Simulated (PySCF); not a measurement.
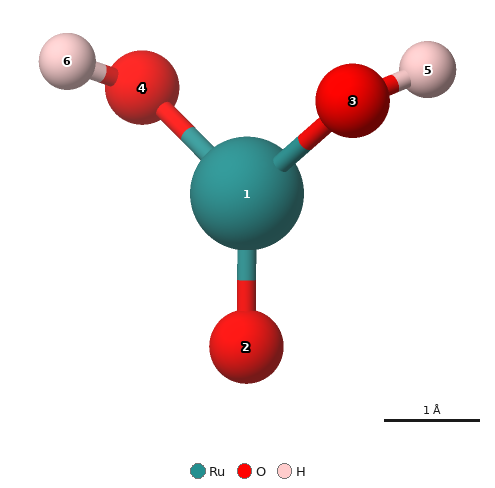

**Figure 1.** The structure as given in the input (ball-and-stick view, seen at a tilt; atoms are numbered from 1 in the order of the input). Sticks mark near contacts.

RuH2O3: frequency calculation

RuH2O3, computed with UKS-based PBE0, Ru def2-TZVP with ECP28, O def2-TZVP, H def2-TZVP; non-relativistic Hamiltonian with a scalar-relativistic core potential; density fitting (PySCF 2.14.0).

**Input**
```python
from pyscf import gto, scf, dft
mol = gto.M(atom='''
Ru     0.067542    -0.010843    -0.007105
O      1.652097    -0.265216    -0.173779
O     -0.683704     1.566311     0.593545
O     -1.240578    -1.257401    -0.391135
H     -0.974343     2.146847    -0.122417
H     -1.545066    -1.742399     0.387426''',
    basis={'Ru': 'def2-TZVP', 'O': 'def2-TZVP', 'H': 'def2-TZVP'},
    ecp={'Ru': 'def2-TZVP'},
    charge=0, spin=0)
mf = dft.UKS(mol, xc='PBE0')
mf.grids.atom_grid = (75, 302)
aux = {'Ru': 'def2-universal-JKFIT', 'O': 'def2-universal-JKFIT', 'H': 'def2-universal-JKFIT'}
mf = mf.density_fit(auxbasis=aux)
mf.conv_tol = 1e-09
mf.diis_space = 10
mf.max_cycle = 60
mf.verbose = 4
mf.kernel()
```

The script is an equivalent of the set-up of the self-consistent field. The run itself was carried out by a driver, which started from the orbitals of the step before it where there was one and computed the further properties.

Machine: 4 threads of Intel Xeon @ 2.50GHz (Skylake/Cascade Lake), 32 GiB of memory available, shared host.

Command:
```bash
OMP_NUM_THREADS=4 python axn.py task.json out
```

**Output**
```
init E= -321.618843058454
  alpha nocc = 21  HOMO = -0.263414719454715  LUMO = -0.138253723904249
  beta  nocc = 21  HOMO = -0.263414371725185  LUMO = -0.138253723904249
  HOMO = -0.263414371725  LUMO = -0.138253723904  gap/eV = 3.40579
cycle= 1 E= -321.618843057989  delta_E= 4.65e-10  |g|= 3.85e-05  |ddm|= 2.6e-05
  alpha nocc = 21  HOMO = -0.263412350680881  LUMO = -0.138258000556768
  beta  nocc = 21  HOMO = -0.263411995081994  LUMO = -0.138258000556768
  HOMO = -0.263411995082  LUMO = -0.138258000557  gap/eV = 3.40561
cycle= 2 E= -321.618843051276  delta_E= 6.71e-09  |g|= 0.000141  |ddm|= 8.05e-05
  alpha nocc = 21  HOMO = -0.263416036073455  LUMO = -0.138256916965759
  beta  nocc = 21  HOMO = -0.263415684414948  LUMO = -0.138256916965759
  HOMO = -0.263415684415  LUMO = -0.138256916966  gap/eV = 3.40574
cycle= 3 E= -321.618843058496  delta_E= -7.22e-09  |g|= 1.42e-05  |ddm|= 6.39e-05
  alpha nocc = 21  HOMO = -0.263414835293294  LUMO = -0.138255690417392
  beta  nocc = 21  HOMO = -0.263414485157871  LUMO = -0.138255690417392
  HOMO = -0.263414485158  LUMO = -0.138255690417  gap/eV = 3.40574
cycle= 4 E= -321.618843058572  delta_E= -7.66e-11  |g|= 1.92e-06  |ddm|= 7.44e-06
  alpha nocc = 21  HOMO = -0.263414417641724  LUMO = -0.138255561692276
  beta  nocc = 21  HOMO = -0.263414067634437  LUMO = -0.138255561692276
  HOMO = -0.263414067634  LUMO = -0.138255561692  gap/eV = 3.40574
Extra cycle  E= -321.61884305859  delta_E= -1.79e-11  |g|= 3.17e-06  |ddm|= 7.82e-06
converged SCF energy = -321.61884305859  <S^2> = 0.17203652  2S+1 = 1.2992868
```

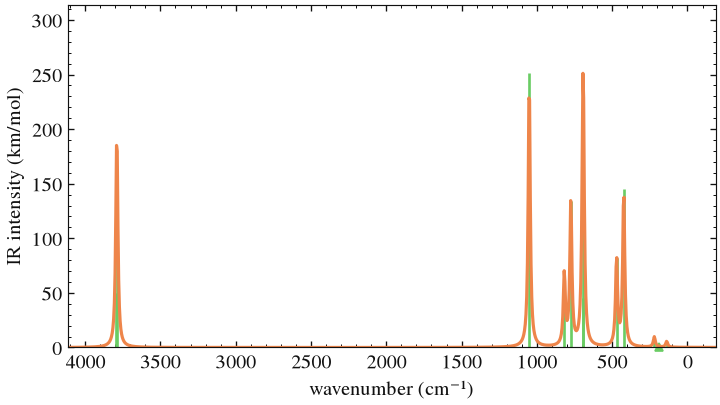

**Figure 2.** Harmonic infrared spectrum, unscaled: sticks (degenerate modes added up, dark ones marked on the axis) with a Lorentzian envelope of 16 cm⁻¹ full width, scaled to the tallest stick. 12 modes from 138 to 3792 cm⁻¹, none imaginary. The strongest line is at 1051 cm⁻¹ (251 km/mol). All modes, in cm⁻¹ (km/mol): 138 (5.5), 186 (0.3), 220 (9.6), 423 (145), 471 (82), 692 (228), 697 (45), 774 (134), 818 (67), 1051 (251), 3788 (158), 3792 (50).

**Results in brief**

| quantity | value |
| --- | --- |
| outcome | converged |
| total energy | −321.618843 hartree |
| ⟨S²⟩ | 0.172 |
| HOMO | −7.17 eV |
| LUMO | −3.76 eV |
| zero-point energy | 0.029730 hartree |
| dipole moment | 1.14 D |
| wavenumbers, lowest and highest | 138 and 3792 cm⁻¹ |
| wall time | 8 min (CPU time 28 min) |
| peak memory | 2.4 GiB |

**Remarks**

Checks after the run noted: the SCF density has lower symmetry than the nuclear frame. ⟨S²⟩ is 0.17 against 0.00 for a pure state: the solution is spin-contaminated.
